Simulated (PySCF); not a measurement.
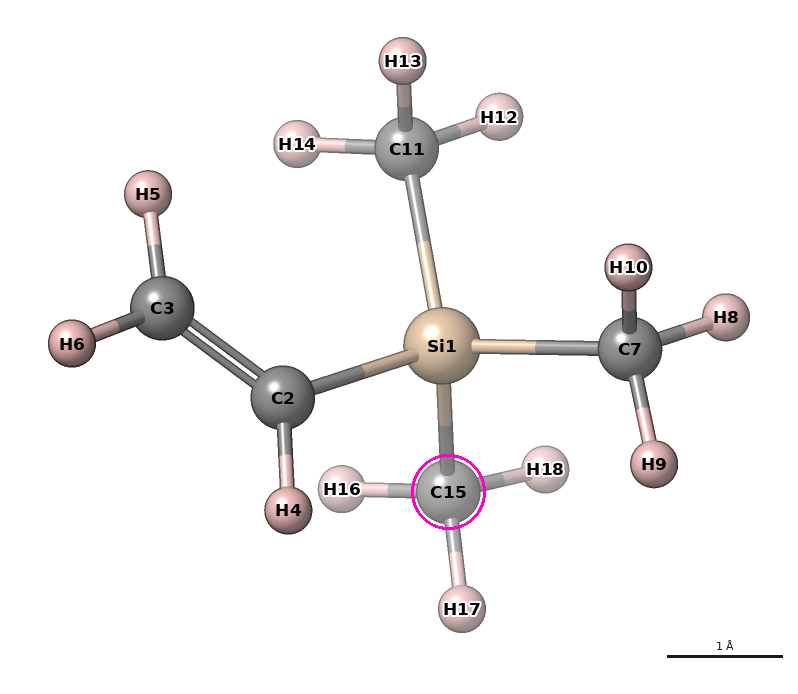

Orthographic view. Distant atoms are faded towards the background colour. Computed geometry: PBE0-D3(BJ)/def2-SVP optimisation. No frequency run is at hand to confirm it as a minimum.

Q: Which atoms are bonded to the circled atom?

A: The circled atom is C15; it is bonded to Si1, H16, H17, H18.

Q: What is the shortest path along bonds from the circled atom to H6?

A: C15–Si1–C2–C3–H6, 4 bonds; through space the two are 5.01 Å apart.

Q: Of Si1 and C2, which is nearer the viewer?

A: C2; the bond to Si1 points away from the viewer, so it looks shorter than its 1.88 Å.
